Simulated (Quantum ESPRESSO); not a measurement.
# MnH2O2 (Pyrochroite): which magnetic order is lowest, part 2 of 2

Does MnH2O2 (Pyrochroite) prefer parallel or opposed moments, or none?

Quantum ESPRESSO 7.5; LDA; plane waves with GBRV 1.5 LDA potentials, no spin-orbit coupling.

So far: Set-up; Run 1, typed as ferro +.

### 3. Run 2 (antiferro q=(0,1/2,1/2) +−)

The cell is doubled to 10 atoms to hold this order. The wavevector q is in fractions of the reciprocal vectors of the crystal's primitive cell, as the cells of these inputs are built from it; moments change sign between cells as cos(2π q·R).

pw.in reads:

```
&CONTROL
  calculation = 'scf'
  prefix = 'pwscf'
  outdir = './tmp'
  pseudo_dir = './pseudo'
  disk_io = 'nowf'
/
&SYSTEM
  ibrav = 0
  celldm(1) = 8
  nat = 10
  ntyp = 4
  ecutwfc = 40
  ecutrho = 280
  nbnd = 41
  occupations = 'smearing'
  smearing = 'fd'
  degauss = 0.00367493
  nspin = 2
  starting_magnetization(1) = 0.3
  starting_magnetization(2) = -0.3
  starting_magnetization(3) = 0
  starting_magnetization(4) = 0
/
&ELECTRONS
  conv_thr = 2d-08
  electron_maxstep = 150
  mixing_beta = 0.3
/
ATOMIC_SPECIES
Mn1    54.9380 mn_lda_v1.5.uspp.F.UPF
Mn2    54.9380 mn_lda_v1.5.uspp.F.UPF
H       1.0080 h_lda_v1.4.uspp.F.UPF
O      15.9990 o_lda_v1.2.uspp.F.UPF
CELL_PARAMETERS alat
   0.7677012381292    0.0000000000000    0.0000000000000
  -0.7677012381292    1.3296975494736    0.0000000000000
  -0.3838506190646    0.6648487747368    1.0582466297904
ATOMIC_POSITIONS crystal
Mn1     0.0000000000    0.0000000000    0.0000000000
Mn2     0.0000000000    0.5000000000    0.0000000000
H       0.3333333333    0.1103333333    0.4460000000
H       0.3333333333    0.6103333333    0.4460000000
H       0.6666666667    0.8896666666    0.5540000000
H       0.6666666667    0.3896666666    0.5540000000
O       0.3333333333    0.2203333334    0.2260000000
O       0.3333333333    0.7203333333    0.2260000000
O       0.6666666667    0.7796666666    0.7740000000
O       0.6666666667    0.2796666666    0.7740000000
K_POINTS automatic
8 4 4 0 0 0
```

Run with:

```
> OMP_NUM_THREADS=1 mpirun -n 4 pw.x -nk 4 -in pw.in > pw.out
```

What it wrote:

```text
[banner, memory and clock lines left out]
Program PWSCF v.7.5 starts

     Message from routine setup:
     using ibrav=0 with symmetry is DISCOURAGED, use correct ibrav instead

     bravais-lattice index     =            0
     lattice parameter (alat)  =       8.0000  a.u.
     unit-cell volume          =     553.0978 (a.u.)^3
     number of atoms/cell      =           10
     number of atomic types    =            4
     number of electrons       =        58.00
     number of Kohn-Sham states=           41
     kinetic-energy cutoff     =      40.0000  Ry
     charge density cutoff     =     280.0000  Ry
     scf convergence threshold =      2.0E-08
     mixing beta               =       0.3000
     number of iterations used =            8  plain     mixing
     Exchange-correlation= SLA  PZ   NOGX NOGC
                           (   1   1   0   0   0   0   0)

     celldm(1)=   8.000000  celldm(2)=   0.000000  celldm(3)=   0.000000
     celldm(4)=   0.000000  celldm(5)=   0.000000  celldm(6)=   0.000000

     crystal axes: (cart. coord. in units of alat)
               a(1) = (   0.767701   0.000000   0.000000 )
               a(2) = (  -0.767701   1.329698   0.000000 )
               a(3) = (  -0.383851   0.664849   1.058247 )

     reciprocal axes: (cart. coord. in units 2 pi/alat)
               b(1) = (  1.302590  0.752051  0.000000 )
               b(2) = (  0.000000  0.752051 -0.472480 )
               b(3) = (  0.000000 -0.000000  0.944959 )

     PseudoPot. # 1 for Mn read from file:
     mn_lda_v1.5.uspp.F.UPF
     Pseudo is Ultrasoft + core correction, Zval = 15.0

     PseudoPot. # 2 for Mn read from file:
     mn_lda_v1.5.uspp.F.UPF
     Pseudo is Ultrasoft + core correction, Zval = 15.0

     PseudoPot. # 3 for H  read from file:
     h_lda_v1.4.uspp.F.UPF
     Pseudo is Ultrasoft, Zval =  1.0

     PseudoPot. # 4 for O  read from file:
     o_lda_v1.2.uspp.F.UPF
     Pseudo is Ultrasoft + core correction, Zval =  6.0

     atomic species   valence    mass     pseudopotential
     Mn1              15.00    54.93800     Mn( 1.00)
     Mn2              15.00    54.93800     Mn( 1.00)
     H                 1.00     1.00800     H ( 1.00)
     O                 6.00    15.99900     O ( 1.00)

     Starting magnetic structure
     atomic species   magnetization
     Mn1             0.300
     Mn2            -0.300
     H               0.000
     O               0.000

      4 Sym. Ops., with inversion, found

   Cartesian axes

     site n.     atom                  positions (alat units)
         1        Mn1    tau(   1) = (   0.0000000   0.0000000   0.0000000  )
         2        Mn2    tau(   2) = (  -0.3838506   0.6648488   0.0000000  )
         3        H      tau(   3) = (  -0.0000000   0.4432325   0.4719780  )
         4        H      tau(   4) = (  -0.3838506   1.1080813   0.4719780  )
         5        H      tau(   5) = (  -0.3838506   1.5513138   0.5862686  )
         6        H      tau(   6) = (   0.0000000   0.8864650   0.5862686  )
         7        O      tau(   7) = (  -0.0000000   0.4432325   0.2391637  )
         8        O      tau(   8) = (  -0.3838506   1.1080813   0.2391637  )
         9        O      tau(   9) = (  -0.3838506   1.5513138   0.8190829  )
        10        O      tau(  10) = (   0.0000000   0.8864650   0.8190829  )

     number of k points=    56  Fermi-Dirac smearing, width (Ry)=  0.0037
                       cart. coord. in units 2pi/alat
        k(    1) = (   0.0000000   0.0000000   0.0000000), wk =   0.0078125
        k(    2) = (   0.0000000   0.0000000   0.2362398), wk =   0.0156250
        k(    3) = (   0.0000000   0.0000000  -0.4724797), wk =   0.0078125
        k(    4) = (   0.0000000   0.1880127  -0.1181199), wk =   0.0156250
        k(    5) = (   0.0000000   0.1880127  -0.5905996), wk =   0.0156250
        [... 51 further k-points ...]

     Dense  grid:    43745 G-vectors     FFT dimensions: (  36,  72,  60)

     Smooth grid:    18911 G-vectors     FFT dimensions: (  25,  50,  45)

     Check: negative core charge=   -0.000036
     Generating pointlists ...
     new r_m :   0.2078 (alat units)  1.6620 (a.u.) for type    1
     new r_m :   0.2078 (alat units)  1.6620 (a.u.) for type    2
     new r_m :   0.0960 (alat units)  0.7683 (a.u.) for type    3
     new r_m :   0.0960 (alat units)  0.7683 (a.u.) for type    4

     Initial potential from superposition of free atoms

     starting charge      56.9998, renormalised to      58.0000
     Starting wfcs are   46 randomized atomic wfcs

     Self-consistent Calculation

     iteration #  1     ecut=    40.00 Ry     beta= 0.30
     Davidson diagonalization with overlap
     ethr =  1.00E-02,  avg # of iterations =  3.3

     total energy              =    -556.03388141 Ry
     estimated scf accuracy    <       1.33002044 Ry

     total magnetization       =    -0.00 Bohr mag/cell
     absolute magnetization    =     9.28 Bohr mag/cell

     iteration #  2     ecut=    40.00 Ry     beta= 0.30
     Davidson diagonalization with overlap
     ethr =  2.29E-03,  avg # of iterations =  2.0

     total energy              =    -556.26868829 Ry
     estimated scf accuracy    <       0.09366532 Ry

     total magnetization       =    -0.00 Bohr mag/cell
     absolute magnetization    =     9.33 Bohr mag/cell

     [... further iterations left out ...]

     iteration # 10     ecut=    40.00 Ry     beta= 0.30
     Davidson diagonalization with overlap
     ethr =  1.72E-10,  avg # of iterations =  3.2

     negative rho (up, down):  3.245E-04 3.245E-04

     total energy              =    -556.27287638 Ry
     estimated scf accuracy    <       0.00000006 Ry

     total magnetization       =    -0.00 Bohr mag/cell
     absolute magnetization    =     9.40 Bohr mag/cell

     iteration # 11     ecut=    40.00 Ry     beta= 0.30
     Davidson diagonalization with overlap
     ethr =  1.03E-10,  avg # of iterations =  2.0

     negative rho (up, down):  3.243E-04 3.243E-04

     Magnetic moment per site  (integrated on atomic sphere of radius R)
     atom   1 (R=0.208)  charge= 12.4319  magn=  4.0373
     atom   2 (R=0.208)  charge= 12.4319  magn= -4.0373
     atom   3 (R=0.096)  charge=  0.3899  magn= -0.0018
     atom   4 (R=0.096)  charge=  0.3899  magn=  0.0018
     atom   5 (R=0.096)  charge=  0.3899  magn= -0.0018
     atom   6 (R=0.096)  charge=  0.3899  magn=  0.0018
     atom   7 (R=0.096)  charge=  2.0096  magn= -0.0202
     atom   8 (R=0.096)  charge=  2.0096  magn=  0.0202
     atom   9 (R=0.096)  charge=  2.0096  magn= -0.0202
     atom  10 (R=0.096)  charge=  2.0096  magn=  0.0202

     End of self-consistent calculation

     Number of k-points >= 100: set verbosity='high' to print the bands.

     the Fermi energy is     8.8020 ev

!    total energy              =    -556.27287639 Ry
     estimated scf accuracy    <       0.00000001 Ry
     smearing contrib. (-TS)   =      -0.00003147 Ry
     internal energy E=F+TS    =    -556.27284492 Ry

     The total energy is F=E-TS. E is the sum of the following terms:
     one-electron contribution =    -343.78316966 Ry
     hartree contribution      =     196.50760445 Ry
     xc contribution           =     -84.56154923 Ry
     ewald contribution        =    -324.43573048 Ry

     total magnetization       =     0.00 Bohr mag/cell
     absolute magnetization    =     9.40 Bohr mag/cell

     convergence has been achieved in  11 iterations
```

Wall time 50 s (4 MPI ranks of Arm Neoverse V2, shared host); peak memory 0.62 GiB; 3.3 min of CPU time.

Spin moment in the atom's sphere by atom:

```csv
atom,spin moment in the atom's sphere (μB)
Mn1,4.04
Mn2,-4.04
H3,0.00
H4,0.00
H5,0.00
H6,0.00
O7,-0.02
O8,0.02
O9,-0.02
O10,0.02
```

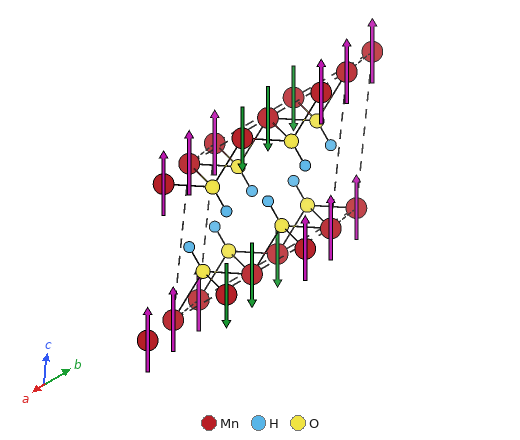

Spin moment in the atom's sphere as arrows, the longest 4.04 μB. Up and down stand for the sign. Arrows give size and sign along the axis of quantisation, drawn up and down the page. The two directions have two colours. Bonds to atoms that aren't drawn are left out. 2×1×1 cells are drawn. Some periodic images of atoms are drawn too.

This step gave:

| Quantity | Value |
| --- | --- |
| smearing term TS | 4.28e-4 eV |
| magnetization | 0 μB |
| absolute magnetization | 9.396 μB |
| final state | antiferromagnetic |

### 4. Start 3: antiferro q=(0,0,1/2) +−

The cell is doubled to 10 atoms to hold this order.

pw.in reads:

```
&CONTROL
  calculation = 'scf'
  prefix = 'pwscf'
  outdir = './tmp'
  pseudo_dir = './pseudo'
  disk_io = 'nowf'
/
&SYSTEM
  ibrav = 0
  celldm(1) = 8
  nat = 10
  ntyp = 4
  ecutwfc = 40
  ecutrho = 280
  nbnd = 41
  occupations = 'smearing'
  smearing = 'fd'
  degauss = 0.00367493
  nspin = 2
  starting_magnetization(1) = 0.3
  starting_magnetization(2) = -0.3
  starting_magnetization(3) = 0
  starting_magnetization(4) = 0
/
&ELECTRONS
  conv_thr = 2d-08
  electron_maxstep = 150
  mixing_beta = 0.3
/
ATOMIC_SPECIES
Mn1    54.9380 mn_lda_v1.5.uspp.F.UPF
Mn2    54.9380 mn_lda_v1.5.uspp.F.UPF
H       1.0080 h_lda_v1.4.uspp.F.UPF
O      15.9990 o_lda_v1.2.uspp.F.UPF
CELL_PARAMETERS alat
   0.7677012381292    0.0000000000000    0.0000000000000
  -0.3838506190646    0.6648487747368    0.0000000000000
   0.0000000000000    0.0000000000000    2.1164932595809
ATOMIC_POSITIONS crystal
Mn1     0.0000000000    0.0000000000    0.0000000000
Mn2     0.0000000000    0.0000000000    0.5000000000
H       0.3333333333    0.6666666667    0.2230000000
H       0.3333333333    0.6666666667    0.7230000000
H       0.6666666667    0.3333333333    0.2770000000
H       0.6666666667    0.3333333333    0.7770000000
O       0.3333333333    0.6666666667    0.1130000000
O       0.3333333333    0.6666666667    0.6130000000
O       0.6666666667    0.3333333333    0.3870000000
O       0.6666666667    0.3333333333    0.8870000000
K_POINTS automatic
8 8 2 0 0 0
```

What it wrote:

```text
     [... lines left out ...]
Program PWSCF v.7.5 starts
     [... lines left out ...]
     number of atoms/cell      =           10
     [... lines left out ...]
     number of electrons       =        58.00
     number of Kohn-Sham states=           41
     kinetic-energy cutoff     =      40.0000  Ry
     charge density cutoff     =     280.0000  Ry
     scf convergence threshold =      2.0E-08
     [... lines left out ...]
     12 Sym. Ops., with inversion, found
     [... lines left out ...]
     number of k points=    20  Fermi-Dirac smearing, width (Ry)=  0.0037
     [... lines left out ...]
     iteration # 11     ecut=    40.00 Ry     beta= 0.30
     [... lines left out ...]
     Magnetic moment per site  (integrated on atomic sphere of radius R)
     atom   1 (R=0.208)  charge= 12.4323  magn=  4.0775
     atom   2 (R=0.208)  charge= 12.4323  magn= -4.0775
     atom   3 (R=0.096)  charge=  0.3912  magn=  0.0047
     atom   4 (R=0.096)  charge=  0.3912  magn= -0.0047
     atom   5 (R=0.096)  charge=  0.3912  magn= -0.0047
     atom   6 (R=0.096)  charge=  0.3912  magn=  0.0047
     atom   7 (R=0.096)  charge=  2.0084  magn=  0.0535
     atom   8 (R=0.096)  charge=  2.0084  magn= -0.0535
     atom   9 (R=0.096)  charge=  2.0084  magn= -0.0535
     atom  10 (R=0.096)  charge=  2.0084  magn=  0.0535
     [... lines left out ...]
     the Fermi energy is     8.8635 ev
!    total energy              =    -556.26707839 Ry
     estimated scf accuracy    <       0.00000001 Ry
     smearing contrib. (-TS)   =      -0.00005589 Ry
     [... lines left out ...]
     total magnetization       =    -0.00 Bohr mag/cell
     absolute magnetization    =     9.87 Bohr mag/cell
     convergence has been achieved in  11 iterations
```

Elapsed: 16 s, on 4 MPI ranks; peak memory 0.51 GiB; 65 s of CPU time.

Spin moment in the atom's sphere by atom:

```csv
atom,spin moment in the atom's sphere (μB)
Mn1,4.08
Mn2,-4.08
H3,0.00
H4,0.00
H5,0.00
H6,0.00
O7,0.05
O8,-0.05
O9,-0.05
O10,0.05
```

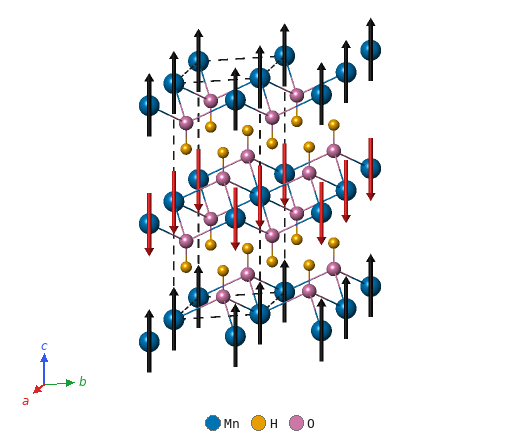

Spin moment in the atom's sphere as arrows, the longest 4.08 μB. Up and down stand for the sign. Arrows give size and sign along the axis of quantisation, drawn up and down the page. The two directions have two colours. Bonds to atoms that aren't drawn are left out. 2×2×1 cells are drawn. Some periodic images of atoms are drawn too.

Numbers from this step:

- smearing term TS: 7.60e-4 eV
- magnetization: 0 μB
- absolute magnetization: 9.872 μB
- final state: antiferromagnetic

### 5. Run 4 (no spin polarisation)

pw.in reads:

```
&CONTROL
  calculation = 'scf'
  prefix = 'pwscf'
  outdir = './tmp'
  pseudo_dir = './pseudo'
  disk_io = 'nowf'
/
&SYSTEM
  ibrav = 0
  celldm(1) = 8
  nat = 5
  ntyp = 3
  ecutwfc = 40
  ecutrho = 280
  nbnd = 23
  occupations = 'smearing'
  smearing = 'fd'
  degauss = 0.00367493
/
&ELECTRONS
  conv_thr = 1d-08
  electron_maxstep = 150
  mixing_beta = 0.3
/
ATOMIC_SPECIES
Mn     54.9380 mn_lda_v1.5.uspp.F.UPF
H       1.0080 h_lda_v1.4.uspp.F.UPF
O      15.9990 o_lda_v1.2.uspp.F.UPF
CELL_PARAMETERS alat
   0.7677012381292    0.0000000000000    0.0000000000000
  -0.3838506190646    0.6648487747368    0.0000000000000
   0.0000000000000    0.0000000000000    1.0582466297904
ATOMIC_POSITIONS crystal
Mn      0.0000000000    0.0000000000    0.0000000000
H       0.3333333333    0.6666666667    0.4460000000
H       0.6666666667    0.3333333333    0.5540000000
O       0.3333333333    0.6666666667    0.2260000000
O       0.6666666667    0.3333333333    0.7740000000
K_POINTS automatic
8 8 4 0 0 0
```

What it wrote:

```text
     [... lines left out ...]
Program PWSCF v.7.5 starts
     [... lines left out ...]
     number of atoms/cell      =            5
     [... lines left out ...]
     number of electrons       =        29.00
     number of Kohn-Sham states=           23
     kinetic-energy cutoff     =      40.0000  Ry
     charge density cutoff     =     280.0000  Ry
     scf convergence threshold =      1.0E-08
     [... lines left out ...]
     12 Sym. Ops., with inversion, found
     [... lines left out ...]
     number of k points=    35  Fermi-Dirac smearing, width (Ry)=  0.0037
     [... lines left out ...]
     iteration # 10     ecut=    40.00 Ry     beta= 0.30
     [... lines left out ...]
     the Fermi energy is     8.3677 ev
!    total energy              =    -278.01843422 Ry
     estimated scf accuracy    <          8.5E-09 Ry
     smearing contrib. (-TS)   =      -0.00601212 Ry
     [... lines left out ...]
     convergence has been achieved in  10 iterations
```

Elapsed: 3.7 s, on 4 MPI ranks; peak memory 0.29 GiB.

This step gave:

```yaml
smearing_term_ts: 0.08180 eV
final_state: non-magnetic (no spin polarisation)
```

### 6. Ranking

An order is kept where moments of 0.15 μB or more survive with the typed signs; meshes match where a doubled cell samples the same k points as the first cell.

Orders:

| start | final state | typed order kept | energy over the lowest (meV a seeded atom) | largest site moment (μB) | net moment (μB a cell of the first run) | mesh matched | CPU time (s) |
| --- | --- | --- | --- | --- | --- | --- | --- |
| ferro + | ferromagnetic | yes | 45.68 | 4.083 | 5 | yes | 29.62 |
| antiferro q=(0,1/2,1/2) +- | antiferromagnetic | yes | 0 | 4.037 | 0 | no | 198.5 |
| antiferro q=(0,0,1/2) +- | antiferromagnetic | yes | 39.44 | 4.077 | 0 | yes | 64.95 |
| no spin polarisation | non-magnetic | - | 1606 | 0 | 0 | yes | 14.27 |

### 7. What came out

```yaml
lowest_state_found: antiferromagnetic (from antiferro q=(0,1/2,1/2) +-)
largest_site_moment: 4.04 μB
next_state_with_moments: antiferromagnetic, 39.4 meV a seeded atom higher
state_without_moments: 1606 meV a seeded atom higher
```

Forming the moments gains more than four times the spread of the orders, as local moments do. The k meshes of the cells are not all equivalent, which blurs small differences. This is the lowest of 4 collinear or spinless starts, no proof of the ground state. No Hubbard term acts here. In such compounds local and semilocal functionals without one often delocalise the d electrons, and can shrink or lose moments and miss the size, sign and order of the couplings.

[Logs and program files are shortened in this print: banners, set-up blocks, solver, clock and traceback lines can be left out without a mark of their own.]

[Logs are printed without paths, hosts, clocks, repeated set-up lines and the standing remarks that a program may print on its own settings, such as how far it seeks lower states.]

[Hosts, paths, dates, database ids (printed as entryN), source tags and the programs' standing remarks are cut or masked in the printed files.]

[Where a cell is said to come from a database of computed structures, the database is the Materials Project.]
